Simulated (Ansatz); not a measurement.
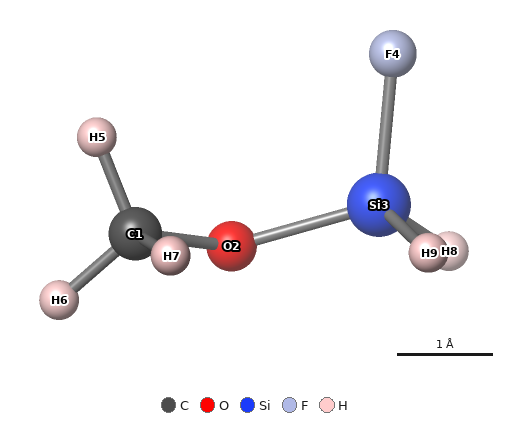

The structure (ball-and-stick view, seen at a tilt; atoms are numbered from 1 in the order of the input).

## What a change does: single-point calculation on CH5FOSi

System: CH5FOSi.
Method of run 1: RKS wB97M-V/def2-SVP (Ansatz 0.2.0).

The geometry comes from this level: PBE0-D4/def2-TZVP. Text and figures count atoms from 1; the logs count them from 0 in places.

Input file, run 1:
```yaml
crystal:
  periodic: [false, false, false]
  atoms:
    - {symbol: C, position_ang: [-0.280151, 1.150704, -0.688409]}
    - {symbol: O, position_ang: [-0.743622, -0.064236, -0.137979]}
    - {symbol: Si, position_ang: [0.168871, -1.127669, 0.679938]}
    - {symbol: F, position_ang: [1.201979, -1.865174, -0.290096]}
    - {symbol: H, position_ang: [0.189553, 0.979012, -1.660793]}
    - {symbol: H, position_ang: [-1.135914, 1.813647, -0.822990]}
    - {symbol: H, position_ang: [0.443391, 1.643456, -0.028981]}
    - {symbol: H, position_ang: [-0.748151, -2.141729, 1.231943]}
    - {symbol: H, position_ang: [0.992444, -0.434213, 1.700268]}
basis:
  gaussian: {orbitals: def2-SVP}
hamiltonian: {xc: {name: wB97M-V}}
output: {orbitals: {seedname: orbitals}}
```

Hardware: 2 CPU threads, shared host.

Output (run 1):
```
Functional definition: wB97M-V
  parameter omega = 0.3/bohr
  parameter cx = 0.15
  parameter cx01 = 1.007
  parameter cx10 = 0.259
  parameter css00 = 0.443
  parameter css04 = -1.437
  parameter css10 = -4.535
  parameter css20 = -3.390
  parameter css43 = 4.278
  parameter cos00 = 1.000
  parameter cos10 = 1.358
  parameter cos20 = 2.924
  parameter cos21 = -8.812
  parameter cos60 = -1.390
  parameter cos61 = 9.142
  parameter b = 6.0
  parameter c = 0.01
  gx(w, u) = 1 - cx + cx01*u + cx10*w
  gss(w, u) = css00 + css04*u^4 + css10*w + css20*w^2 + css43*w^4*u^3
  gos(w, u) = cos00 + cos10*w + (cos20 + cos21*u)*w^2 + (cos60 + cos61*u)*w^6
  exchange = spin_sum(e_x_unif_sr(omega)*gx(b97_w, b97_u_x)) + cx*exact_x_sr(omega) + exact_x_lr(omega)
  correlation = spin_sum(e_c_pw_mod_same_spin*gss(b97_w, b97_u_same))
      + integral(e_c_pw_mod_opposite_spin*gos(b97_w_opposite, b97_u_opposite)) + vv10(b, c)
935 factors; their error is unknown
245 factors; integrals over basis functions are off by at most 8.4e-6 eV
mean field evaluation 1: about -13749.2259 eV, gradient 4.3e1 eV
mean field evaluation 2: about -13749.2752 eV, gradient 4.5e1 eV
mean field evaluation 4: about -13752.4881 eV, gradient 1.3e0 eV
mean field evaluation 8: about -13752.4977 eV, gradient 1.3e-2 eV
mean field evaluation 16: about -13752.5067 eV, gradient 2.4e-5 eV
mean field -13752.50666196 eV, -505.3952980431 hartree, gradient 2.4e-5 eV, S^2 0.000000; 0 other end points of the search recorded, 0 dependent functions left out
reference -13752.50670035 eV, -505.3952994540 hartree; 21, 21 occupied and 64, 64 virtual orbitals, 935 factors
Total energy: -13752.50670035 eV, -505.3952994540 hartree
```

The input of run 2 differs as follows (lines with − go, lines with + come):
```diff
-  gaussian: {orbitals: def2-SVP}
+  gaussian: {orbitals: "def2-QZVPP.json"}
```

How does run 2 compare with run 1?

The total energy of run 2 is 254.8 kcal/mol lower, which measures the change of basis and not a stability. The HOMO goes from −11.04 to −11.22 eV. The LUMO goes from 3.32 to 1.81 eV. The basis functions go from 85 to 391.

Output (run 2):
```
Functional definition: wB97M-V
  parameter omega = 0.3/bohr
  parameter cx = 0.15
  parameter cx01 = 1.007
  parameter cx10 = 0.259
  parameter css00 = 0.443
  parameter css04 = -1.437
  parameter css10 = -4.535
  parameter css20 = -3.390
  parameter css43 = 4.278
  parameter cos00 = 1.000
  parameter cos10 = 1.358
  parameter cos20 = 2.924
  parameter cos21 = -8.812
  parameter cos60 = -1.390
  parameter cos61 = 9.142
  parameter b = 6.0
  parameter c = 0.01
  gx(w, u) = 1 - cx + cx01*u + cx10*w
  gss(w, u) = css00 + css04*u^4 + css10*w + css20*w^2 + css43*w^4*u^3
  gos(w, u) = cos00 + cos10*w + (cos20 + cos21*u)*w^2 + (cos60 + cos61*u)*w^6
  exchange = spin_sum(e_x_unif_sr(omega)*gx(b97_w, b97_u_x)) + cx*exact_x_sr(omega) + exact_x_lr(omega)
  correlation = spin_sum(e_c_pw_mod_same_spin*gss(b97_w, b97_u_same))
      + integral(e_c_pw_mod_opposite_spin*gos(b97_w_opposite, b97_u_opposite)) + vv10(b, c)
1215 factors; their error is unknown
301 factors; integrals over basis functions are off by at most 9.1e-6 eV
mean field evaluation 1: about -13759.1540 eV, gradient 5.2e1 eV
mean field evaluation 2: about -13758.7422 eV, gradient 5.8e1 eV
mean field evaluation 4: about -13763.5440 eV, gradient 1.9e0 eV
mean field evaluation 8: about -13763.5576 eV, gradient 3.3e-2 eV
mean field evaluation 16: about -13763.5578 eV, gradient 4.0e-5 eV
mean field -13763.55780767 eV, -505.8014201573 hartree, gradient 4.0e-5 eV, S^2 0.000000; 0 other end points of the search recorded, 0 dependent functions left out
reference -13763.55786663 eV, -505.8014223240 hartree; 21, 21 occupied and 370, 370 virtual orbitals, 1215 factors
Total energy: -13763.55786663 eV, -505.8014223240 hartree
```

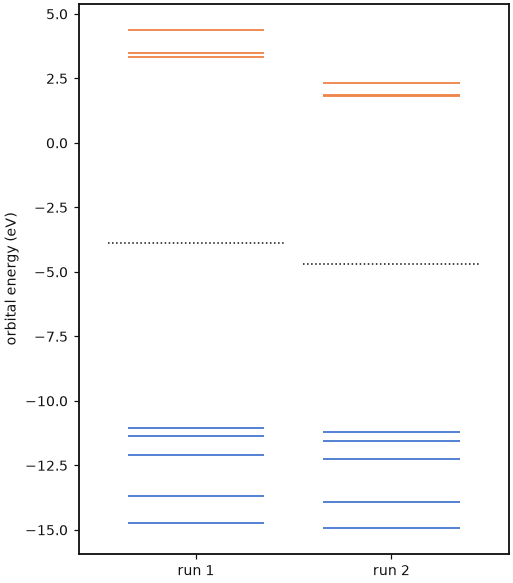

The five highest filled and three lowest empty orbital energies of the two runs; the dotted lines part filled from empty levels. The HOMO–LUMO gap is 14.36 eV in run 1 and 13.02 eV in run 2.

The two runs side by side:

```csv
quantity,run 1,run 2
outcome,converged,converged
total energy (hartree),−505.395299,−505.801422
HOMO (eV),−11.04,−11.22
LUMO (eV),3.32,1.81
basis functions,85,391
wall time (shared host),4.7 s,22 s
```
